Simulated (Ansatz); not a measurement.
# HfF (doublet): B2PLYP over vertical spin and charge gaps, def2-QZVPP

How well do these functionals follow the top wave-function level for HfF (doublet) over vertical spin and charge gaps?

The runs use Ansatz 0.2.0, Gaussian basis; def2-QZVPP, all electrons in the functionals, frozen cores in the correlation of double hybrids and RPA.

The runs, in order: B2PLYP, at charge 0, doublet; charge 0, quartet; charge 1, singlet; charge 1, triplet.

2 further runs of the same task are left out: 2 set aside as unsound or not needed.

### 1 The system

The geometry is a PBE0/def2-TZVP stationary point (not a proven minimum). No spin-orbit coupling is included. Elements past krypton take def2 core potentials.

2 atoms, charge 0, spin multiplicity 2.

Atoms are counted from 1 here; the program's logs count them from 0.

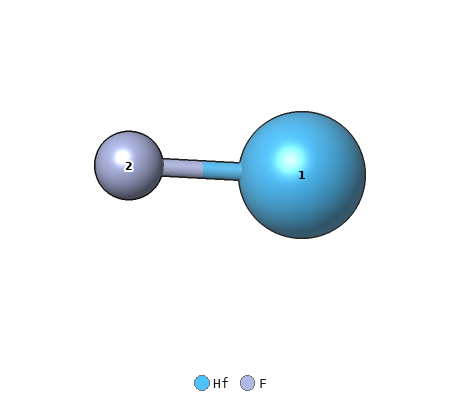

The geometry (hafnium blue, fluorine light blue); atoms are numbered from 1 in the order of the file.

No dispersion term is added.

The geometry shown and the zero of energy belong to the point charge 0, doublet. The yardstick, UCCSD(T), and other wave-function levels (R restricted, U unrestricted, valence and pair active spaces) come from earlier runs.

### 2 B2PLYP, charge 0, doublet

Input file in.yaml:

```yaml
crystal:
  periodic: [false, false, false]
  atoms:
    - {symbol: Hf, position_ang: [0.000000, 0.000000, 0.000000]}
    - {symbol: F, position_ang: [0.000000, 0.000000, 1.860593]}
basis:
  gaussian: {orbitals: "def2-QZVPP.json"}
magnetization: {spin_polarized: true, initial_magnetization: 1}
hamiltonian: {xc: {name: B2PLYP}}
correlation: {electrons: outside_noble_gas}
```

Launch:

```
$ ansatz run in.yaml --threads 2 --pin off --events-out ev --progress --plain --max-ram 24576MiB --backend cuda --devices 0, --max-vram 18GiB
```

What it wrote:

```text
Functional definition: B2PLYP
  name "B2PLYP"
  cite "Grimme, J. Chem. Phys. 124, 034108 (2006) doi:10.1063/1.2148954"
  cite "Becke, Phys. Rev. A 38, 3098 (1988) doi:10.1103/PhysRevA.38.3098"
  cite "Lee, Yang & Parr, Phys. Rev. B 37, 785 (1988) doi:10.1103/PhysRevB.37.785"
  parameter a = 0.53
  parameter c = 0.27
  exchange = (1 - a)*b88_x + a*exact_x
  correlation = (1 - c)*lyp_c + c*(mp2_os + mp2_ss)
858 factors; integrals over basis functions are off by at most 1.3e-3 eV
mean field evaluation 1: about -4012.7283 eV, gradient 2.7e1 eV
mean field evaluation 2: about -4012.7592 eV, gradient 2.7e1 eV
mean field evaluation 4: about -4015.2908 eV, gradient 1.3e0 eV
mean field evaluation 8: about -4015.3265 eV, gradient 1.6e-1 eV
mean field evaluation 16: about -4015.3296 eV, gradient 2.6e-3 eV
mean field evaluation 32: about -4014.8677 eV, gradient 3.0e0 eV
mean field evaluation 64: about -4015.3290 eV, gradient 1.4e-1 eV
mean field -4015.32962334 eV, -147.5606419696 hartree, gradient 5.9e-6 eV, S^2 0.793672; 6 other end points of the search recorded, 0 dependent functions left out
5 core orbitals not correlated: weight in the atoms' cores, before any rotation towards them, 0.839 or more for the frozen orbitals, at most 0.157 for the correlated occupied ones
reference -4015.32974107 eV, -147.5606462959 hartree; 6, 5 occupied and 127, 128 virtual orbitals, 858 factors
second order -11.62062467 eV of doubles, -0.00000000 eV of singles
Total energy: -4018.46730973 eV, -147.6759498175 hartree
```

Run time: 12 s. Hardware: 1 × H100 (card shared with other runs) with 2 threads of AMD EPYC 7R13, shared host; peak host memory 0.83 GiB.

From the report: ⟨S²⟩ of the determinant 0.794 (pure doublet: 0.75).

### 3 B2PLYP, charge 0, quartet

in.yaml, as its differences from that of step 2:

```diff
@@ -7,3 +7,3 @@
   gaussian: {orbitals: "def2-QZVPP.json"}
-magnetization: {spin_polarized: true, initial_magnetization: 1}
+magnetization: {spin_polarized: true, initial_magnetization: 3}
 hamiltonian: {xc: {name: B2PLYP}}
```

The command is unchanged.

What it wrote:

```text
Functional definition: B2PLYP
  name "B2PLYP"
  cite "Grimme, J. Chem. Phys. 124, 034108 (2006) doi:10.1063/1.2148954"
  cite "Becke, Phys. Rev. A 38, 3098 (1988) doi:10.1103/PhysRevA.38.3098"
  cite "Lee, Yang & Parr, Phys. Rev. B 37, 785 (1988) doi:10.1103/PhysRevB.37.785"
  parameter a = 0.53
  parameter c = 0.27
  exchange = (1 - a)*b88_x + a*exact_x
  correlation = (1 - c)*lyp_c + c*(mp2_os + mp2_ss)
the host takes the grids with the factors
858 factors; integrals over basis functions are off by at most 1.3e-3 eV
mean field evaluation 1: about -4011.9869 eV, gradient 2.4e1 eV
mean field evaluation 2: about -4012.0227 eV, gradient 2.4e1 eV
mean field evaluation 4: about -4014.1312 eV, gradient 2.7e0 eV
mean field evaluation 8: about -4014.2020 eV, gradient 1.2e-1 eV
mean field evaluation 16: about -4014.2022 eV, gradient 3.0e-4 eV
mean field evaluation 32: about -4014.2393 eV, gradient 4.7e-1 eV
mean field evaluation 64: about -4014.2121 eV, gradient 7.4e-1 eV
mean field -4014.31178267 eV, -147.5232370150 hartree, gradient 4.0e-6 eV, S^2 3.752288; 9 other end points of the search recorded, 0 dependent functions left out
5 core orbitals not correlated: weight in the atoms' cores, before any rotation towards them, 0.777 or more for the frozen orbitals, at most 0.217 for the correlated occupied ones
reference -4014.31190483 eV, -147.5232415041 hartree; 7, 4 occupied and 126, 129 virtual orbitals, 858 factors
second order -10.72669842 eV of doubles, -0.00000000 eV of singles
Total energy: -4017.20811340 eV, -147.6296752060 hartree
```

Wall time 19 s (1 × H100 (card shared with other runs) with 2 threads of AMD EPYC 7R13, shared host); peak host memory 0.93 GiB.

From the report: ⟨S²⟩ of the determinant 3.752 (pure quartet: 3.75).

From charge 0, doublet: +29.0 kcal/mol.

### 4 B2PLYP, charge 1, singlet

in.yaml, as its differences from that of step 3:

```diff
@@ -7,3 +7,4 @@
   gaussian: {orbitals: "def2-QZVPP.json"}
-magnetization: {spin_polarized: true, initial_magnetization: 3}
+total_charge: 1
+magnetization: {spin_polarized: true, initial_magnetization: 0}
 hamiltonian: {xc: {name: B2PLYP}}
```

Launched as before.

What it wrote:

```text
Functional definition: B2PLYP
  name "B2PLYP"
  cite "Grimme, J. Chem. Phys. 124, 034108 (2006) doi:10.1063/1.2148954"
  cite "Becke, Phys. Rev. A 38, 3098 (1988) doi:10.1103/PhysRevA.38.3098"
  cite "Lee, Yang & Parr, Phys. Rev. B 37, 785 (1988) doi:10.1103/PhysRevB.37.785"
  parameter a = 0.53
  parameter c = 0.27
  exchange = (1 - a)*b88_x + a*exact_x
  correlation = (1 - c)*lyp_c + c*(mp2_os + mp2_ss)
858 factors; integrals over basis functions are off by at most 1.3e-3 eV
mean field evaluation 1: about -3992.6456 eV, gradient 7.1e1 eV
mean field evaluation 2: about -3992.6888 eV, gradient 7.1e1 eV
mean field evaluation 4: about -4007.5043 eV, gradient 1.1e1 eV
mean field evaluation 8: about -4008.1405 eV, gradient 1.1e0 eV
mean field evaluation 16: about -4008.1466 eV, gradient 1.5e-3 eV
mean field evaluation 32: about -4008.4509 eV, gradient 1.6e-2 eV
mean field evaluation 64: about -4008.4476 eV, gradient 4.5e-1 eV
mean field -4008.45032259 eV, -147.3078323301 hartree, gradient 1.6e-6 eV, S^2 0.786346; 8 other end points of the search recorded, 0 dependent functions left out
5 core orbitals not correlated: weight in the atoms' cores, before any rotation towards them, 0.907 or more for the frozen orbitals, at most 0.089 for the correlated occupied ones
reference -4008.45043292 eV, -147.3078363844 hartree; 5, 5 occupied and 128, 128 virtual orbitals, 858 factors
second order -10.97147959 eV of doubles, -0.00000000 eV of singles
Total energy: -4011.41273240 eV, -147.4166988826 hartree
```

It took 14 s on 1 × H100 (card shared with other runs) with 2 threads of AMD EPYC 7R13, shared host; peak host memory 0.84 GiB.

From the report: ⟨S²⟩ of the determinant 0.786 (pure singlet: 0.00). The determinant is far from a pure spin state, so its energy mixes those of several spin states (harmless only where they are near-degenerate, as at dissociation).

From charge 0, doublet: +162.7 kcal/mol.

### 5 B2PLYP, charge 1, triplet

in.yaml, as its differences from that of step 4:

```diff
@@ -8,3 +8,3 @@
 total_charge: 1
-magnetization: {spin_polarized: true, initial_magnetization: 0}
+magnetization: {spin_polarized: true, initial_magnetization: 2}
 hamiltonian: {xc: {name: B2PLYP}}
```

The command is unchanged.

What it wrote:

```text
Functional definition: B2PLYP
  name "B2PLYP"
  cite "Grimme, J. Chem. Phys. 124, 034108 (2006) doi:10.1063/1.2148954"
  cite "Becke, Phys. Rev. A 38, 3098 (1988) doi:10.1103/PhysRevA.38.3098"
  cite "Lee, Yang & Parr, Phys. Rev. B 37, 785 (1988) doi:10.1103/PhysRevB.37.785"
  parameter a = 0.53
  parameter c = 0.27
  exchange = (1 - a)*b88_x + a*exact_x
  correlation = (1 - c)*lyp_c + c*(mp2_os + mp2_ss)
858 factors; integrals over basis functions are off by at most 1.3e-3 eV
mean field evaluation 1: about -3991.9827 eV, gradient 7.1e1 eV
mean field evaluation 2: about -3992.0391 eV, gradient 7.1e1 eV
mean field evaluation 4: about -4006.0180 eV, gradient 1.4e1 eV
mean field evaluation 8: about -4007.3772 eV, gradient 5.4e-1 eV
mean field evaluation 16: about -4007.3905 eV, gradient 1.7e-2 eV
mean field evaluation 32: about -4007.6153 eV, gradient 1.9e0 eV
mean field evaluation 64: about -4008.2788 eV, gradient 5.8e0 eV
mean field evaluation 96: about -3892.9691 eV, gradient 6.7e1 eV
mean field -4008.43882214 eV, -147.3074096963 hartree, gradient 1.4e-6 eV, S^2 2.002139; 6 other end points of the search recorded, 0 dependent functions left out
5 core orbitals not correlated: weight in the atoms' cores, before any rotation towards them, 0.883 or more for the frozen orbitals, at most 0.113 for the correlated occupied ones
reference -4008.43893371 eV, -147.3074137965 hartree; 6, 4 occupied and 127, 129 virtual orbitals, 858 factors
second order -10.63099922 eV of doubles, -0.00000000 eV of singles
Total energy: -4011.30930350 eV, -147.4128979406 hartree
```

Run time: 7.5 s. Hardware: 1 × H100 (card shared with other runs) with 2 threads of AMD EPYC 7R13, shared host; peak host memory 0.84 GiB.

From the report: ⟨S²⟩ of the determinant 2.002 (pure triplet: 2.00).

From charge 0, doublet: +165.1 kcal/mol.

### 6 Against the wave-function levels

No level is safe as a reference over these points; UCCSD(T) serves as a yardstick only. It comes from earlier runs at the same points. Energies in kcal/mol, counted from charge 0, doublet; blanks weren't run or aren't comparable.

```
   level  doublet to quartet  ionisation to the singlet cation  ionisation to the triplet cation
UCCSD(T)                31.6                                                               166.4
  B2PLYP                29.0                             162.7                             165.1
```

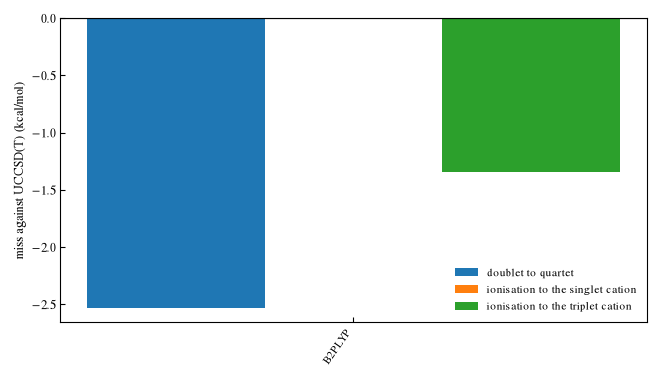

Misses of the gaps against UCCSD(T).

Largest miss and mean time a point (UCCSD(T) took 40 s a point; shared hosts):

```
 level  largest miss (kcal/mol)               where  time a point
B2PLYP                     -2.5  doublet to quartet          13 s
```

### 7 What came out

| quantity | value |
| --- | --- |
| doublet to quartet, UCCSD(T) | 31.6 kcal/mol |
| ionisation to the triplet cation, UCCSD(T) | 166.4 kcal/mol |
| largest miss, B2PLYP | -2.5 kcal/mol (doublet to quartet) |

What this shows: Misses are known at 2 of 3 points at best, and only functionals with that many are ranked. B2PLYP strays by up to 2.5 kcal/mol, at doublet to quartet. B2PLYP clearly breaks the spin symmetry at some points (⟨S²⟩ up to 0.79 above the pure value), so energy there is bought with a mixed spin. Functionals and the yardstick converge differently with the basis, so part of each miss in def2-QZVPP is the basis. The yardstick itself may be off where one determinant is a poor start.
